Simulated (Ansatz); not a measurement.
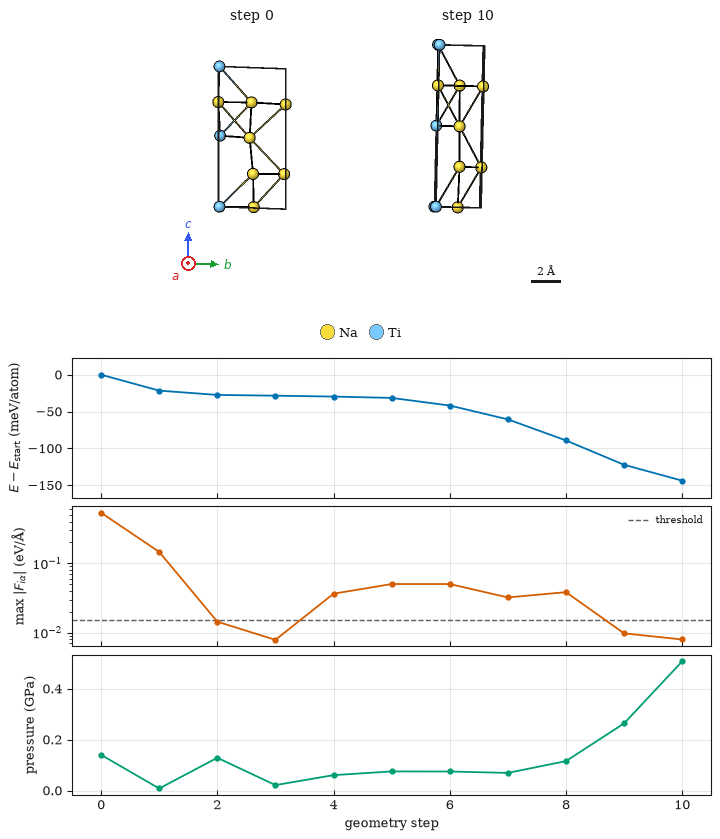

First and last geometry of a relaxation of a crystal of Na$_{3}$Ti (built on the Cu3Au (L1_2)_221 type) (coarse preliminary run), with the history of the run. The picture is a ball-and-stick view of the cell of the calculation, seen along the a axis.

Method: Ansatz, DFT PBE, scalar-relativistic, plane waves, PAW.

The input:
```yaml
crystal:
  lattice:
    - [-4.8594120676, -0.0082945472, 0.0754210832]
    - [0.0754210832, 0.0870800144, -4.7518933143]
    - [-0.0165890944, -9.8869515857, 0.1741600288]
  atoms:
    - { symbol: Na, position: [0.0116931642, 0.4901828423, 0.7516166322] }
    - { symbol: Na, position: [-0.0306343693, 0.5129780953, 0.2426819562] }
    - { symbol: Na, position: [0.5157945336, 0.5232452126, 0.0059561171] }
    - { symbol: Na, position: [0.4746202035, 0.463170918, 0.4988478095] }
    - { symbol: Na, position: [0.5109107329, -0.002420673, 0.7459465196] }
    - { symbol: Na, position: [0.4963840514, -0.0260959735, 0.2487372544] }
    - { symbol: Ti, position: [-0.0033379629, 0.0146814979, -0.0002145523] }
    - { symbol: Ti, position: [0.0245696466, 0.0242580804, 0.5064282634] }
basis:
  ecutwfc: 420
kpoints:
  mp_grid: { grid: [6, 6, 4] }
hamiltonian:
  xc: pbe
scf:
  occupations: { method: gaussian, width: 0.1 }
output:
  forces: true
  stress: true
  eigenvalues: true
relax:
  adjacent_minimum: "off"
  f_tol: 0.015
  max_steps: 120
  cell: { stress_tol: 0.15 }
```

Run as
```bash
ansatz run input.yaml --threads 1 --pin off --max-ram 2560MiB --backend cpu --events-out ev --progress --plain --runs-dir out
```

Did the run converge, and what did it change?

The run was cut off at its time limit before the relaxation converged, so the last structure is only a point on the way. The largest move relative to the cell is that of Na2, 0.22 Å roughly along [3 −1 1]. By element the largest moves are Na 0.22 Å, Ti 0.17 Å. The drawn cell changes as follows: a 4.860 → 5.698 Å (+17.2 %), b 4.753 → 3.179 Å (−33.1 %), c 9.888 → 11.419 Å (+15.5 %), α 92.1° → 90.1°, β 89.8° → 90.0°, γ 91.8° → 90.1°; the volume changes by −9.3 %. Among the contacts that change: Na1–Na1 4.753 → 3.179 Å, Ti7–Ti7 4.753 → 3.179 Å, Na2–Na3 3.224 → 4.063 Å, Na1–Na4 3.359 → 4.057 Å. The space group stays P1 (No. 1). Over 10 geometry steps the energy falls by 144 meV per atom. Largest force component: 0.54 eV/Å at the start, 0.0079 eV/Å at the end. Pressure: 0.14 GPa at the start and 0.51 GPa at the end. The run took 14 min on 1 thread of Arm Neoverse V2 (shared host), peak memory 0.87 GiB.
